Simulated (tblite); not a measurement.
# Geometry relaxation of C$_{2}$H$_{10}$NP$_{2}$Si$_{2}$

C$_{2}$H$_{10}$NP$_{2}$Si$_{2}$, multiplicity 2, SMILES CN(C)[Si]1P[SiH2]P1, computed with GFN2-xTB geometry optimisation, gas phase (tblite 0.8.0).

It belongs to a series of runs on one base structure; here: H removed from Si.

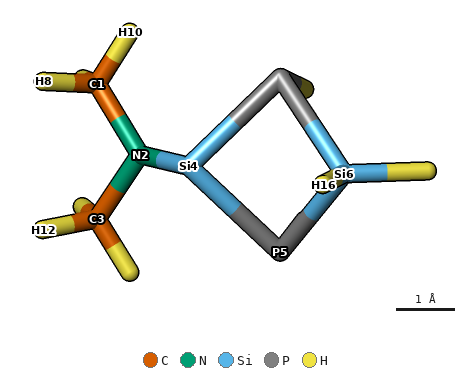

The starting structure (stick view, seen at a tilt; atoms are numbered from 1 in the order of the input).

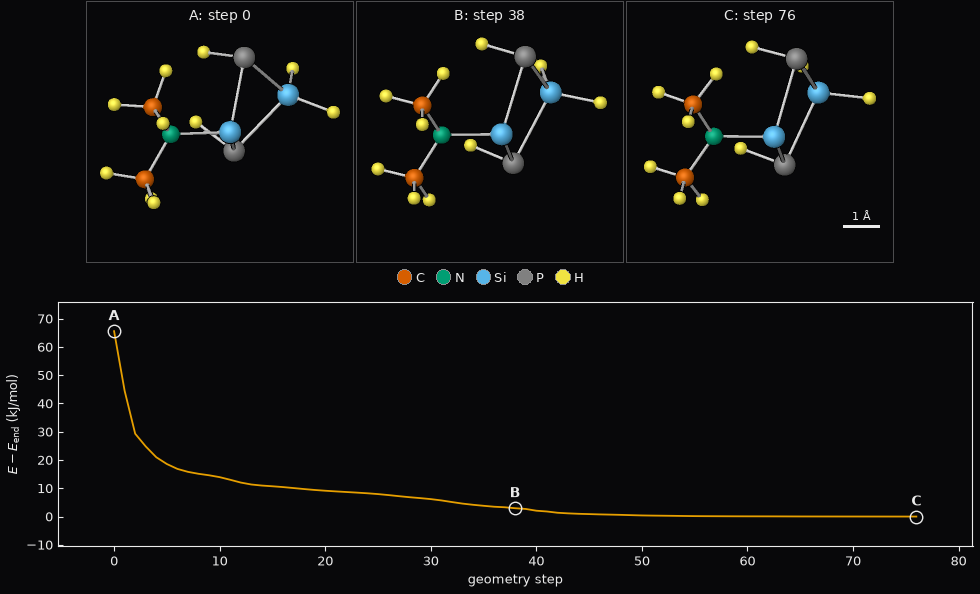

Frames of the relaxation (ball-and-stick view, seen at a tilt) above the curves, on which the letters mark them (steps are counted from 0).

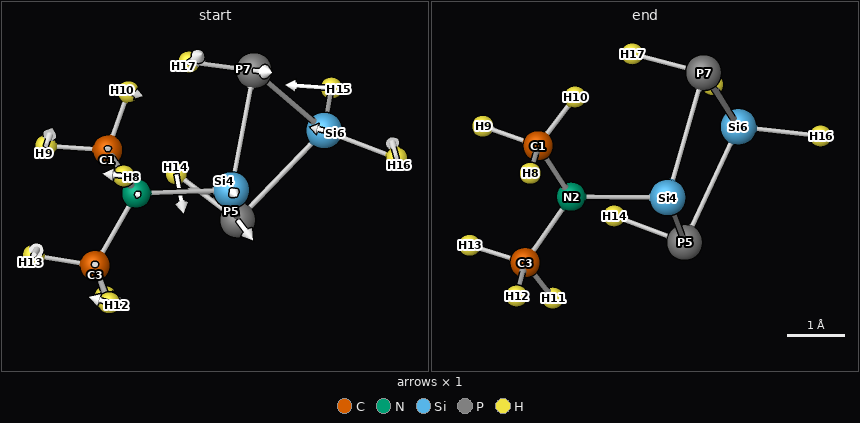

Before (left) and after (right) the relaxation, at one scale (ball-and-stick view, seen at a tilt). The white arrows give the displacements, at true length. The energy falls by 65.6 kJ/mol in 76 geometry steps. Largest force component: 2.4 eV/Å at the start, 0.006 eV/Å at the end. The atom that moves furthest after the best rigid fit is H15 (0.86 Å). Largest moves by element: H 0.86 Å, P 0.54 Å, Si 0.29 Å, N 0.13 Å, C 0.12 Å. Among the contacts that change: Si4–P5 2.224 → 2.330 Å, Si4–P7 2.229 → 2.330 Å, P5–Si6 2.199 → 2.260 Å, Si6–H16 1.495 → 1.459 Å. Among the angles that change: P5–Si6–P7 88.5° → 101.4°, P5–Si4–P7 87.2° → 97.2°, C1–N2–C3 108.3° → 113.3°. (Atoms are counted from 1 in the order of the input.)

The input and output of the run follow.

### Input
```
{"job": {"kind": "relax", "xc": "GFN2-xTB", "basis": "xTB"}, "charge": 0, "multiplicity": 2}
C     -1.963900     0.993800     0.506500
N     -1.064400    -0.044100     0.001900
C     -1.879800    -1.128700    -0.555000
Si     0.406700    -0.404000     0.840500
P      1.763000    -1.313000    -0.670100
Si     3.221000    -0.096200     0.438100
P      1.656900     1.435400     0.696700
H     -2.521600     0.661800     1.394300
H     -2.690000     1.286600    -0.262700
H     -1.441500     1.913300     0.780800
H     -1.292000    -1.855000    -1.117700
H     -2.440100    -1.668300     0.225300
H     -2.620800    -0.725700    -1.266800
H      1.500600    -0.375600    -1.703000
H      4.350800     0.378200    -0.394700
H      3.591300    -0.727300     1.742200
H      1.416700     1.680800    -0.666300
```

The first line tells a small driver script what to run in tblite; the rest is the geometry in Å.

Run as:
```bash
OMP_NUM_THREADS=1 python <driver script> task.json out
```

### Log
```
step      E/eV     max force
  0    -564.72457    2.578
  1    -564.94325    1.546
  2    -565.10060    0.769
  3    -565.14729    0.782
  4    -565.18687    0.521
  5    -565.21168    0.396
  6    -565.22960    0.304
  7    -565.24041    0.353
  8    -565.24753    0.248
  9    -565.25295    0.240
 10    -565.25981    0.307
 11    -565.26939    0.323
 12    -565.27961    0.279
 13    -565.28675    0.238
 14    -565.29065    0.178
 15    -565.29327    0.201
 16    -565.29622    0.181
 17    -565.29979    0.173
 18    -565.30347    0.187
 19    -565.30680    0.131
 20    -565.30962    0.121
 21    -565.31204    0.105
 22    -565.31429    0.143
 23    -565.31653    0.131
 24    -565.31897    0.130
 25    -565.32192    0.124
 26    -565.32558    0.138
 27    -565.32965    0.133
 28    -565.33341    0.147
 29    -565.33669    0.123
 30    -565.34030    0.138
 31    -565.34511    0.157
 32    -565.35108    0.274
 33    -565.35676    0.284
 34    -565.36115    0.183
 35    -565.36483    0.136
 36    -565.36827    0.185
 37    -565.37022    0.147
 38    -565.37378    0.192
 39    -565.37645    0.128
 40    -565.38286    0.142
 41    -565.38568    0.156
 42    -565.39032    0.151
 43    -565.39258    0.112
 44    -565.39420    0.067
 45    -565.39529    0.100
 46    -565.39637    0.110
 47    -565.39720    0.059
 48    -565.39811    0.079
 49    -565.39920    0.078
 50    -565.40021    0.061
 51    -565.40078    0.055
 52    -565.40121    0.046
 53    -565.40168    0.047
 54    -565.40225    0.047
 55    -565.40269    0.036
 56    -565.40293    0.036
 57    -565.40309    0.027
 58    -565.40326    0.027
 59    -565.40341    0.023
 60    -565.40349    0.016
 61    -565.40354    0.020
 62    -565.40360    0.030
 63    -565.40370    0.034
 64    -565.40383    0.031
 65    -565.40393    0.018
 66    -565.40398    0.013
 67    -565.40402    0.013
 68    -565.40406    0.017
 69    -565.40410    0.016
 70    -565.40414    0.014
 71    -565.40417    0.015
 72    -565.40420    0.016
 73    -565.40423    0.013
 74    -565.40427    0.018
 75    -565.40430    0.015
 76    -565.40431    0.007
```

### Trajectory as extended XYZ (Å, eV, eV/Å), 6 of the 77 frames kept, from step=0 to step=76
```
17
Properties=species:S:1:pos:R:3:forces:R:3 step=0 energy=-564.72457
C    -1.9639    0.9938    0.5065    0.0520   0.1800   0.0130
N    -1.0644   -0.0441    0.0019   -1.4960  -0.1110  -0.0730
C    -1.8798   -1.1287   -0.5550   -0.1300   0.1170  -0.1480
Si    0.4067   -0.4040    0.8405   -0.9800  -0.0850   0.1990
P     1.7630   -1.3130   -0.6701    0.0840  -1.9760  -1.6530
Si    3.2210   -0.0962    0.4381    1.2930   0.1400   0.0010
P     1.6569    1.4354    0.6967   -0.0440   2.3620   0.7950
H    -2.5216    0.6618    1.3943    0.0860  -0.0720  -0.1960
H    -2.6900    1.2866   -0.2627    0.1470  -0.2540   0.0360
H    -1.4415    1.9133    0.7808    0.3550  -0.2930  -0.0060
H    -1.2920   -1.8550   -1.1177    0.3120   0.1500   0.2640
H    -2.4401   -1.6683    0.2253    0.1910   0.1750  -0.0980
H    -2.6208   -0.7257   -1.2668    0.2780   0.0630   0.2840
H     1.5006   -0.3756   -1.7030    0.1560  -0.2340   0.5590
H     4.3508    0.3782   -0.3947   -0.2230  -0.1680   0.2820
H     3.5913   -0.7273    1.7422   -0.2110   0.2770  -0.5790
H     1.4167    1.6808   -0.6663    0.1310  -0.2700   0.3190
17
Properties=species:S:1:pos:R:3:forces:R:3 step=15 energy=-565.29327
C    -1.9930    1.0214    0.5165    0.0300  -0.0290  -0.0170
N    -1.1704   -0.0523    0.0114    0.0200  -0.0230   0.0410
C    -1.9080   -1.1482   -0.5713    0.0170   0.0390   0.0130
Si    0.3578   -0.3749    0.7713    0.0450   0.0250  -0.0360
P     1.8013   -1.4912   -0.6767   -0.0050  -0.0490  -0.0190
Si    3.2123   -0.0372    0.3348    0.0510  -0.0400   0.0730
P     1.6746    1.5449    0.8448    0.0080   0.0390   0.0480
H    -2.5760    0.7132    1.3920    0.0200  -0.0070  -0.0400
H    -2.6895    1.3572   -0.2553    0.0570  -0.0120  -0.0210
H    -1.3444    1.8497    0.7999   -0.0470  -0.0090   0.0180
H    -1.2007   -1.8271   -1.0474   -0.0590  -0.0080   0.0280
H    -2.4807   -1.7013    0.1823    0.0280   0.0290  -0.0240
H    -2.6083   -0.7728   -1.3211    0.0570   0.0230  -0.0070
H     1.5251   -0.5742   -1.6842   -0.0380  -0.0490  -0.0330
H     4.4010    0.3856   -0.4182   -0.1960  -0.0240   0.0400
H     3.5607   -0.6659    1.6127    0.0640   0.0370  -0.0630
H     1.4311    1.7851   -0.5013   -0.0520   0.0580  -0.0020
17
Properties=species:S:1:pos:R:3:forces:R:3 step=30 energy=-565.34030
C    -1.9611    1.0145    0.4871   -0.0220   0.0720   0.0570
N    -1.1261   -0.0598    0.0308    0.0230   0.0420  -0.0930
C    -1.8767   -1.1182   -0.5823   -0.0210  -0.0940  -0.0250
Si    0.3594   -0.4061    0.8405    0.0670  -0.0160   0.0240
P     1.7718   -1.5894   -0.5782    0.0610   0.0560   0.0000
Si    3.1586   -0.0254    0.2994    0.0220   0.0150  -0.0240
P     1.6499    1.5225    0.9822    0.0540  -0.0220  -0.0430
H    -2.6253    0.6802    1.2881   -0.0830   0.0260   0.0580
H    -2.5753    1.3847   -0.3360    0.0280   0.0540  -0.0160
H    -1.3293    1.8120    0.8644    0.0060   0.1330   0.0370
H    -1.1863   -1.8570   -0.9762    0.0270  -0.0980  -0.0820
H    -2.5335   -1.6026    0.1445   -0.0880  -0.0650   0.0120
H    -2.4925   -0.7182   -1.3902    0.0290  -0.0200  -0.0470
H     1.4810   -0.8159   -1.7000   -0.0500   0.0000   0.1060
H     4.2100    0.4645   -0.5898   -0.0480  -0.0010  -0.0070
H     3.7011   -0.6147    1.5221    0.0350   0.0090  -0.0190
H     1.3674    1.9410   -0.3165   -0.0390  -0.0900   0.0640
17
Properties=species:S:1:pos:R:3:forces:R:3 step=46 energy=-565.39637
C    -1.9136    1.0412    0.4501    0.0100   0.0100   0.0000
N    -1.0877   -0.0767    0.0686   -0.0130  -0.0300   0.0530
C    -1.8284   -1.1006   -0.6246    0.0210  -0.0210  -0.0020
Si    0.3227   -0.4853    0.9947    0.0060   0.0010   0.0110
P     1.7629   -1.6865   -0.3862   -0.0250   0.0120   0.0060
Si    3.1336    0.0021    0.2425   -0.1040   0.0220  -0.0280
P     1.6412    1.4272    1.1762   -0.0230  -0.0260  -0.0120
H    -2.7244    0.7256    1.1170    0.0260   0.0360  -0.0140
H    -2.3584    1.4950   -0.4399    0.0170  -0.0020   0.0150
H    -1.3028    1.7815    0.9624   -0.0110   0.0170   0.0090
H    -1.1569   -1.9147   -0.8878    0.0120  -0.0200  -0.0230
H    -2.6339   -1.5002    0.0023    0.0060   0.0110  -0.0430
H    -2.2697   -0.6889   -1.5372    0.0140  -0.0130   0.0350
H     1.3064   -1.0054   -1.5069    0.0350   0.0030   0.0070
H     3.8735    0.5907   -0.8699    0.0120   0.0090  -0.0200
H     4.0341   -0.4839    1.2832   -0.0170  -0.0030   0.0010
H     1.1943    1.8909   -0.0541    0.0340  -0.0060   0.0030
17
Properties=species:S:1:pos:R:3:forces:R:3 step=61 energy=-565.40354
C    -1.8837    1.0494    0.4435    0.0050  -0.0030  -0.0030
N    -1.0816   -0.1037    0.1230    0.0130   0.0030  -0.0070
C    -1.7974   -1.0992   -0.6336    0.0070  -0.0010   0.0030
Si    0.3119   -0.5200    1.0641    0.0000  -0.0020   0.0060
P     1.7475   -1.7265   -0.3182    0.0020  -0.0100   0.0050
Si    3.0845    0.0191    0.2062   -0.0170   0.0030  -0.0110
P     1.6257    1.3955    1.2486   -0.0020   0.0030   0.0100
H    -2.7544    0.7734    1.0474    0.0020   0.0040   0.0090
H    -2.2416    1.5207   -0.4759    0.0030   0.0060  -0.0060
H    -1.2835    1.7661    1.0004    0.0000  -0.0020   0.0060
H    -1.1357   -1.9348   -0.8522    0.0070  -0.0040   0.0010
H    -2.6640   -1.4735   -0.0790   -0.0050  -0.0030   0.0000
H    -2.1519   -0.6686   -1.5741    0.0010   0.0000  -0.0010
H     1.2703   -1.1046   -1.4618   -0.0100   0.0090  -0.0060
H     3.7051    0.6314   -0.9662    0.0080   0.0030  -0.0050
H     4.0894   -0.4239    1.1663   -0.0060  -0.0050   0.0100
H     1.1523    1.9114    0.0518   -0.0090  -0.0020  -0.0100
17
Properties=species:S:1:pos:R:3:forces:R:3 step=76 energy=-565.40431
C    -1.8771    1.0490    0.4465    0.0020   0.0000   0.0010
N    -1.0762   -0.1042    0.1239    0.0000  -0.0010   0.0010
C    -1.7913   -1.1013   -0.6312    0.0000   0.0000  -0.0010
Si    0.3158   -0.5213    1.0663    0.0020   0.0000   0.0000
P     1.7407   -1.7194   -0.3349   -0.0010  -0.0040  -0.0010
Si    3.0789    0.0200    0.2040    0.0010   0.0030   0.0060
P     1.6172    1.4041    1.2323    0.0020   0.0000  -0.0040
H    -2.7438    0.7750    1.0570   -0.0030   0.0000  -0.0030
H    -2.2389    1.5198   -0.4718   -0.0010   0.0000   0.0010
H    -1.2737    1.7661    0.9996    0.0010   0.0000   0.0030
H    -1.1263   -1.9335   -0.8540    0.0000  -0.0020   0.0030
H    -2.6545   -1.4808   -0.0745   -0.0020   0.0000   0.0000
H    -2.1509   -0.6707   -1.5697   -0.0010   0.0020  -0.0020
H     1.2529   -1.0815   -1.4660    0.0000   0.0020  -0.0020
H     3.7294    0.6272   -0.9549    0.0010   0.0000   0.0000
H     4.0553   -0.4353    1.1885   -0.0010   0.0010  -0.0020
H     1.1355    1.8988    0.0291    0.0000   0.0000   0.0000
```

### Key numbers

```json
{"quantity": "outcome", "value": "converged"}
{"quantity": "total energy", "value": "−565.4043 eV"}
{"quantity": "hardware", "value": "1 CPU thread, shared host"}
{"quantity": "wall time", "value": "0.81 s"}
{"quantity": "peak memory", "value": "0.18 GiB"}
```
